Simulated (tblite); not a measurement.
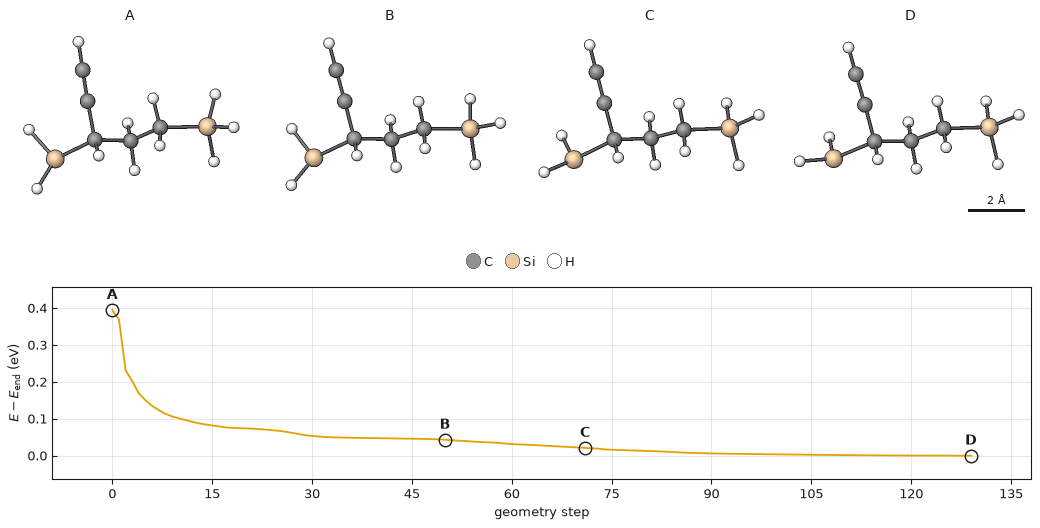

Frames of a relaxation of C$_{5}$H$_{11}$Si$_{2}$ (multiplicity 2), marked on the history of the run. Style: ball-and-stick. Shown at a tilt.

Level of theory: tblite, GFN2-xTB geometry optimisation, gas phase. 

What happens along the run?

Answer. Over 129 geometry steps the energy falls by 0.395 eV. The largest move after the best rigid fit is that of an H atom, 1.18 Å. Largest moves by element: H 1.18 Å, C 0.33 Å, Si 0.14 Å. Some distances before and after: C–Si 1.866 → 1.918 Å, C–Si 1.859 → 1.900 Å, C–H 1.085 → 1.049 Å, C–C 1.479 → 1.444 Å. Among the angles between lasting bonds that change: C–Si–H 114.9° → 109.5°, C–C–C 106.8° → 112.1°, C–C–Si 111.5° → 106.7°. Groups turn about C–Si by about 55°, C–Si by about 20°. From step 0 to 50: H atoms move most (0.36 Å), energy −0.351 eV. From step 50 to 71: an H atom moves most (0.61 Å), energy −0.022 eV. From step 71 to 129: an H atom moves most (0.43 Å), energy −0.021 eV.

```json
{"step": "0", "E − E(0), eV": "0.0000"}
{"step": "1", "E − E(0), eV": "-0.0254"}
{"step": "2", "E − E(0), eV": "-0.1629"}
{"step": "3", "E − E(0), eV": "-0.1928"}
{"step": "4", "E − E(0), eV": "-0.2262"}
{"step": "5", "E − E(0), eV": "-0.2446"}
{"step": "6", "E − E(0), eV": "-0.2598"}
{"step": "7", "E − E(0), eV": "-0.2714"}
{"step": "8", "E − E(0), eV": "-0.2813"}
{"step": "9", "E − E(0), eV": "-0.2882"}
{"step": "10", "E − E(0), eV": "-0.2933"}
{"step": "16", "E − E(0), eV": "-0.3155"}
{"step": "23", "E − E(0), eV": "-0.3239"}
{"step": "29", "E − E(0), eV": "-0.3392"}
{"step": "35", "E − E(0), eV": "-0.3457"}
{"step": "41", "E − E(0), eV": "-0.3472"}
{"step": "48", "E − E(0), eV": "-0.3497"}
{"step": "54", "E − E(0), eV": "-0.3562"}
{"step": "60", "E − E(0), eV": "-0.3630"}
{"step": "66", "E − E(0), eV": "-0.3686"}
{"step": "73", "E − E(0), eV": "-0.3756"}
{"step": "79", "E − E(0), eV": "-0.3809"}
{"step": "85", "E − E(0), eV": "-0.3857"}
{"step": "91", "E − E(0), eV": "-0.3889"}
{"step": "98", "E − E(0), eV": "-0.3906"}
{"step": "104", "E − E(0), eV": "-0.3919"}
{"step": "110", "E − E(0), eV": "-0.3932"}
{"step": "116", "E − E(0), eV": "-0.3940"}
{"step": "123", "E − E(0), eV": "-0.3944"}
{"step": "129", "E − E(0), eV": "-0.3946"}
```
